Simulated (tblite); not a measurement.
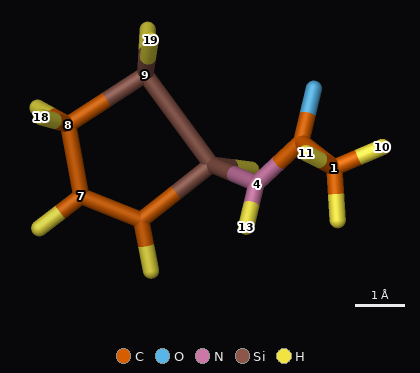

**Figure 1.** The starting structure (stick view, seen at a tilt; atoms are numbered from 1 in the order of the input).

## Geometry relaxation, with input and output: C5H11NOSi2

- system: C5H11NOSi2
- method: GFN2-xTB geometry optimisation, gas phase (tblite 0.8.0)

It belongs to a series of runs on one base structure; here: H on N replaced by COCH3.

### Input file
```
{"job": {"kind": "relax", "xc": "GFN2-xTB", "basis": "xTB"}, "charge": 0, "multiplicity": 1}
C      3.447600     0.614000     0.775400
C      2.189200     0.866000    -0.045800
O      1.942100     1.965400    -0.490600
N      1.403400    -0.244600    -0.173500
Si    -0.096800    -0.203300    -1.040600
C     -1.097500    -1.703200    -0.593200
C     -2.271400    -1.548500     0.033500
C     -2.829900    -0.184300     0.390800
Si    -1.702800     1.239600    -0.185000
H      4.226300     1.291300     0.444800
H      3.218600     0.803500     1.829300
H      3.786300    -0.415400     0.660100
H      1.643200    -1.131500     0.272300
H      0.133900    -0.165100    -2.515800
H     -0.694500    -2.663000    -0.857200
H     -2.867300    -2.423100     0.316500
H     -3.817300    -0.069900    -0.080900
H     -2.972400    -0.127200     1.471400
H     -1.255200     2.039100     0.998400
H     -2.390600     2.070900    -1.212900
```

The first line tells a small driver script what to run in tblite; the rest is the geometry in Å.

Command:
```bash
OMP_NUM_THREADS=1 python <driver script> task.json out
```

### The program's output
```
step      E/eV     max force
  0    -727.70080    1.646
  1    -727.78681    0.888
  2    -727.85442    0.560
  3    -727.87339    0.382
  4    -727.89133    0.352
  5    -727.90139    0.396
  6    -727.91042    0.266
  7    -727.92012    0.212
  8    -727.92599    0.158
  9    -727.92953    0.129
 10    -727.93345    0.152
 11    -727.93691    0.139
 12    -727.94009    0.139
 13    -727.94307    0.131
 14    -727.94607    0.124
 15    -727.94859    0.139
 16    -727.95041    0.104
 17    -727.95182    0.081
 18    -727.95308    0.081
 19    -727.95418    0.094
 20    -727.95510    0.093
 21    -727.95603    0.067
 22    -727.95719    0.076
 23    -727.95850    0.090
 24    -727.95971    0.079
 25    -727.96079    0.092
 26    -727.96190    0.105
 27    -727.96302    0.082
 28    -727.96395    0.063
 29    -727.96461    0.065
 30    -727.96521    0.093
 31    -727.96598    0.105
 32    -727.96688    0.084
 33    -727.96763    0.062
 34    -727.96817    0.055
 35    -727.96866    0.065
 36    -727.96923    0.059
 37    -727.96978    0.049
 38    -727.97020    0.047
 39    -727.97054    0.044
 40    -727.97098    0.054
 41    -727.97164    0.067
 42    -727.97257    0.073
 43    -727.97356    0.071
 44    -727.97440    0.059
 45    -727.97506    0.061
 46    -727.97570    0.062
 47    -727.97646    0.060
 48    -727.97738    0.071
 49    -727.97836    0.072
 50    -727.97927    0.065
 51    -727.98004    0.064
 52    -727.98060    0.054
 53    -727.98097    0.113
 54    -727.98132    0.058
 55    -727.98166    0.048
 56    -727.98199    0.042
 57    -727.98224    0.037
 58    -727.98243    0.026
 59    -727.98257    0.025
 60    -727.98275    0.038
 61    -727.98297    0.048
 62    -727.98318    0.034
 63    -727.98329    0.016
 64    -727.98332    0.014
 65    -727.98336    0.014
 66    -727.98341    0.020
 67    -727.98351    0.025
 68    -727.98361    0.021
 69    -727.98368    0.016
 70    -727.98373    0.016
 71    -727.98379    0.020
 72    -727.98386    0.024
 73    -727.98396    0.024
 74    -727.98405    0.022
 75    -727.98416    0.025
 76    -727.98430    0.027
 77    -727.98448    0.027
 78    -727.98467    0.026
 79    -727.98483    0.026
 80    -727.98499    0.033
 81    -727.98521    0.043
 82    -727.98552    0.046
 83    -727.98587    0.061
 84    -727.98621    0.056
 85    -727.98654    0.039
 86    -727.98685    0.037
 87    -727.98712    0.039
 88    -727.98734    0.044
 89    -727.98752    0.044
 90    -727.98772    0.042
 91    -727.98793    0.036
 92    -727.98833    0.050
 93    -727.98850    0.047
 94    -727.98882    0.031
 95    -727.98900    0.027
 96    -727.98914    0.024
 97    -727.98924    0.023
 98    -727.98935    0.021
 99    -727.98947    0.021
100    -727.98959    0.023
101    -727.98972    0.027
102    -727.98983    0.023
103    -727.98993    0.023
104    -727.99001    0.022
105    -727.99009    0.018
106    -727.99017    0.021
107    -727.99025    0.020
108    -727.99031    0.017
109    -727.99035    0.014
110    -727.99038    0.014
111    -727.99042    0.012
112    -727.99045    0.014
113    -727.99048    0.011
114    -727.99050    0.012
115    -727.99051    0.009
```

### Trajectory as extended XYZ (Å, eV, eV/Å), 5 of the 116 frames kept, from step=0 to step=115
```
20
Properties=species:S:1:pos:R:3:forces:R:3 step=0 energy=-727.70080
C     3.4476    0.6140    0.7754   -0.1350  -0.1780   0.0190
C     2.1892    0.8660   -0.0458    0.5820  -0.4510   0.5840
O     1.9421    1.9654   -0.4906   -0.5420  -0.6780  -0.1880
N     1.4034   -0.2446   -0.1735    0.1670   0.1080  -0.0170
Si   -0.0968   -0.2033   -1.0406   -0.7530   1.1870  -0.8570
C    -1.0975   -1.7032   -0.5932   -0.5050  -0.0850   0.4640
C    -2.2714   -1.5485    0.0335    0.4500   0.0900  -0.2160
C    -2.8299   -0.1843    0.3908   -0.1930  -0.4380  -0.2040
Si   -1.7028    1.2396   -0.1850    0.7490   0.4260  -0.1610
H     4.2263    1.2913    0.4448    0.0500   0.0900   0.0900
H     3.2186    0.8035    1.8293    0.1040  -0.0150  -0.2090
H     3.7863   -0.4154    0.6601    0.0120   0.0840   0.0720
H     1.6432   -1.1315    0.2723    0.3300   0.7140  -0.0920
H     0.1339   -0.1651   -2.5158    0.1740  -0.1080   0.3750
H    -0.6945   -2.6630   -0.8572   -0.2800  -0.4320   0.1250
H    -2.8673   -2.4231    0.3165    0.0770   0.3610  -0.0760
H    -3.8173   -0.0699   -0.0809    0.1370  -0.2100   0.2820
H    -2.9724   -0.1272    1.4714   -0.1980  -0.1680  -0.0310
H    -1.2552    2.0391    0.9984   -0.3340  -0.1410  -0.3840
H    -2.3906    2.0709   -1.2129    0.1060  -0.1570   0.4260
20
Properties=species:S:1:pos:R:3:forces:R:3 step=29 energy=-727.96461
C     3.4427    0.6317    0.7510    0.0130   0.0010   0.0050
C     2.1743    0.7273   -0.0571   -0.0040   0.0040  -0.0150
O     1.7925    1.7450   -0.6097   -0.0100  -0.0130  -0.0160
N     1.4083   -0.3702   -0.1372   -0.0060   0.0000  -0.0400
Si   -0.0837   -0.1218   -1.0560   -0.0190  -0.0610  -0.0110
C    -1.0800   -1.6641   -0.6090   -0.0010  -0.0290   0.0200
C    -2.2402   -1.5009    0.0159   -0.0150   0.0080  -0.0010
C    -2.8204   -0.1669    0.3723   -0.0300  -0.0030   0.0090
Si   -1.6713    1.2843   -0.1596    0.0180  -0.0250   0.0100
H     4.1498    1.3877    0.4244    0.0030   0.0380   0.0000
H     3.1957    0.8135    1.7958    0.0230   0.0070   0.0240
H     3.8898   -0.3549    0.6638    0.0130  -0.0190  -0.0090
H     1.7056   -1.2274    0.3005   -0.0250   0.0400   0.0290
H     0.3308   -0.1201   -2.4642    0.0060   0.0140   0.0240
H    -0.7433   -2.6677   -0.8292    0.0040  -0.0100  -0.0190
H    -2.8444   -2.3553    0.3098    0.0130   0.0010  -0.0230
H    -3.8051   -0.0928   -0.0938   -0.0130   0.0260  -0.0270
H    -3.0161   -0.1535    1.4470    0.0020  -0.0120   0.0220
H    -1.3669    2.0885    1.0305   -0.0040   0.0210  -0.0010
H    -2.4232    2.1283   -1.0982    0.0340   0.0110   0.0170
20
Properties=species:S:1:pos:R:3:forces:R:3 step=58 energy=-727.98243
C     3.4622    0.7034    0.6999    0.0200  -0.0060   0.0030
C     2.1826    0.6947   -0.0950    0.0140   0.0060   0.0130
O     1.7955    1.6270   -0.7817   -0.0090   0.0170   0.0050
N     1.4091   -0.3966   -0.0313    0.0140   0.0170   0.0030
Si   -0.0645   -0.1762   -0.9879   -0.0010  -0.0070  -0.0030
C    -1.1172   -1.6975   -0.6073    0.0010   0.0010   0.0230
C    -2.3041   -1.5068   -0.0426    0.0100  -0.0010  -0.0060
C    -2.8457   -0.1644    0.3476   -0.0030  -0.0120  -0.0140
Si   -1.6196    1.2570   -0.0820    0.0060  -0.0030  -0.0060
H     4.0810    1.5454    0.4028   -0.0210  -0.0020  -0.0160
H     3.2261    0.7979    1.7593   -0.0090  -0.0110  -0.0110
H     4.0063   -0.2260    0.5468    0.0190   0.0010   0.0050
H     1.6811   -1.1815    0.5364   -0.0180  -0.0150   0.0000
H     0.3800   -0.1929   -2.3836   -0.0010   0.0050   0.0010
H    -0.8136   -2.7035   -0.8623   -0.0040  -0.0020   0.0080
H    -2.9596   -2.3471    0.1713    0.0010   0.0140   0.0080
H    -3.8036   -0.0257   -0.1584   -0.0150   0.0050  -0.0010
H    -3.0854   -0.1864    1.4140   -0.0040  -0.0100  -0.0170
H    -1.3315    2.0027    1.1529    0.0110  -0.0040  -0.0050
H    -2.2844    2.1871   -1.0017   -0.0100   0.0080   0.0090
20
Properties=species:S:1:pos:R:3:forces:R:3 step=86 energy=-727.98685
C     3.4829    0.7117    0.6624    0.0250   0.0070  -0.0070
C     2.1749    0.7011   -0.0839    0.0180   0.0110   0.0140
O     1.7544    1.6366   -0.7471    0.0200  -0.0100  -0.0080
N     1.4180   -0.4001   -0.0099    0.0110   0.0220   0.0110
Si   -0.0645   -0.1906   -0.9516   -0.0230  -0.0040  -0.0290
C    -1.1103   -1.7100   -0.5501   -0.0060   0.0110   0.0200
C    -2.3154   -1.5065   -0.0301    0.0000  -0.0120  -0.0200
C    -2.8831   -0.1547    0.2837    0.0010  -0.0200   0.0030
Si   -1.6126    1.2526   -0.0554   -0.0090  -0.0090   0.0090
H     4.0486    1.6029    0.4048   -0.0190  -0.0020   0.0120
H     3.2876    0.7079    1.7343    0.0160  -0.0070  -0.0250
H     4.0628   -0.1739    0.4084   -0.0020   0.0100   0.0240
H     1.7041   -1.1809    0.5557    0.0040  -0.0290  -0.0060
H     0.3755   -0.2172   -2.3483   -0.0030   0.0070  -0.0130
H    -0.7918   -2.7230   -0.7553   -0.0070   0.0130   0.0040
H    -2.9693   -2.3445    0.1944   -0.0190   0.0080   0.0190
H    -3.7847   -0.0180   -0.3184    0.0040  -0.0030  -0.0110
H    -3.2319   -0.1596    1.3189    0.0050   0.0050   0.0050
H    -1.3029    1.9318    1.2128   -0.0210  -0.0070   0.0060
H    -2.2476    2.2451   -0.9285    0.0040   0.0070  -0.0070
20
Properties=species:S:1:pos:R:3:forces:R:3 step=115 energy=-727.99051
C     3.5206    0.7152    0.6247    0.0000  -0.0020   0.0040
C     2.1944    0.7034   -0.0894    0.0000   0.0030   0.0000
O     1.7570    1.6420   -0.7365    0.0050  -0.0030  -0.0030
N     1.4409   -0.4002   -0.0046   -0.0030  -0.0010   0.0000
Si   -0.0700   -0.1966   -0.9039   -0.0010   0.0050   0.0020
C    -1.1065   -1.7140   -0.4694    0.0020   0.0020   0.0050
C    -2.3322   -1.5056   -0.0017   -0.0030  -0.0020  -0.0020
C    -2.9300   -0.1479    0.2095    0.0000   0.0010  -0.0040
Si   -1.6224    1.2473   -0.0128   -0.0040   0.0010  -0.0020
H     4.0262    1.6596    0.4459   -0.0030   0.0000  -0.0020
H     3.3611    0.5875    1.6941    0.0050  -0.0020  -0.0010
H     4.1427   -0.1031    0.2669   -0.0010  -0.0010   0.0000
H     1.7507   -1.1929    0.5324   -0.0040   0.0040  -0.0010
H     0.3267   -0.2194   -2.3151    0.0030   0.0000   0.0010
H    -0.7653   -2.7301   -0.6120   -0.0040   0.0010   0.0010
H    -2.9833   -2.3386    0.2488    0.0050  -0.0030   0.0000
H    -3.7430   -0.0243   -0.5106    0.0010   0.0010  -0.0060
H    -3.4107   -0.1228    1.1895    0.0030  -0.0040   0.0080
H    -1.3667    1.8546    1.3033    0.0000   0.0050   0.0040
H    -2.1952    2.2966   -0.8622   -0.0010  -0.0040   0.0000
```

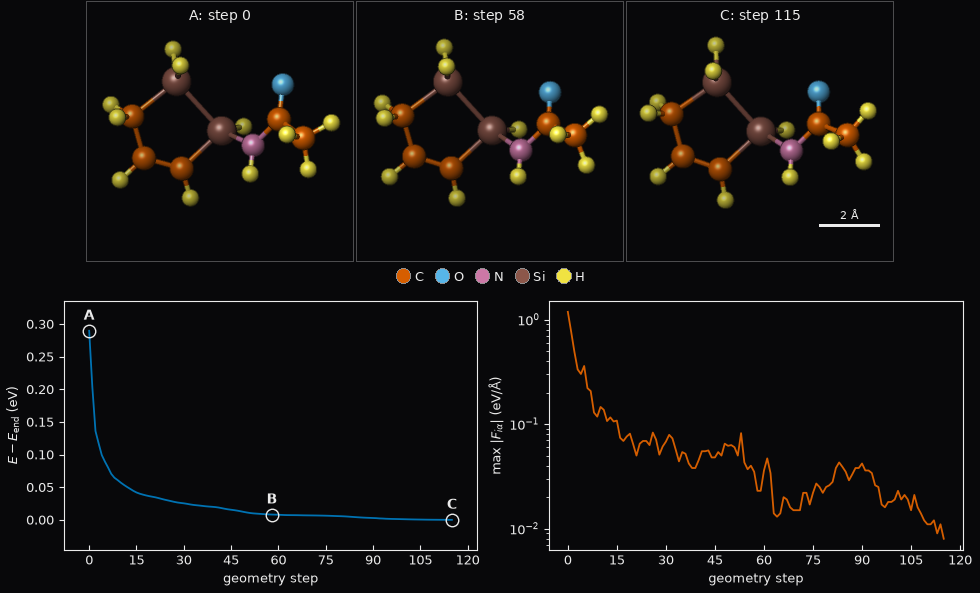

**Figure 2.** Frames of the relaxation (ball-and-stick view, seen at a tilt) above the curves, on which the letters mark them (steps are counted from 0).

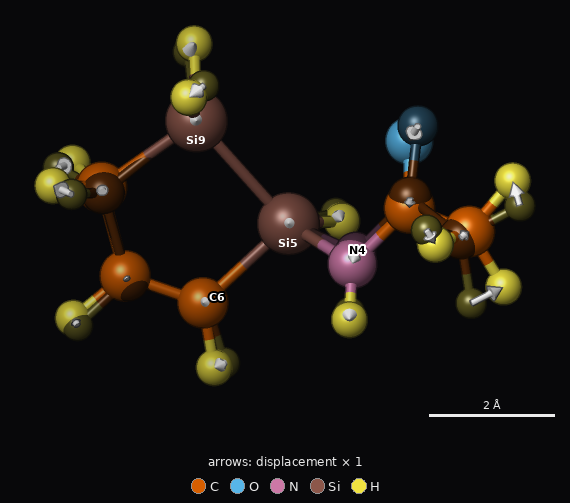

**Figure 3.** Start (faint) and end (solid) with the displacements as white arrows, at true length (ball-and-stick view, seen at a tilt). The two geometries are laid on each other by the best rigid fit. The energy falls by 0.290 eV in 115 geometry steps. The largest force component goes from 1.2 to 0.008 eV/Å. The largest move after the best rigid fit is that of H12, 0.62 Å. By element the largest moves are H 0.62 Å, O 0.45 Å, N 0.23 Å, C 0.21 Å, Si 0.19 Å. Among the contacts that change: N4–Si5 1.733 → 1.770 Å, Si5–C6 1.858 → 1.888 Å, Si5–H14 1.494 → 1.466 Å, C2–N4 1.366 → 1.339 Å. Among the angles that change: Si5–N4–H13 116.3° → 128.6°, C2–N4–Si5 121.7° → 110.7°, O3–C2–N4 125.9° → 117.7°. (Atoms are counted from 1 in the order of the input.)

### Key numbers

- outcome: converged
- total energy: −727.9905 eV
- hardware: 1 CPU thread, shared host
- wall time: 0.96 s
- peak memory: 0.18 GiB
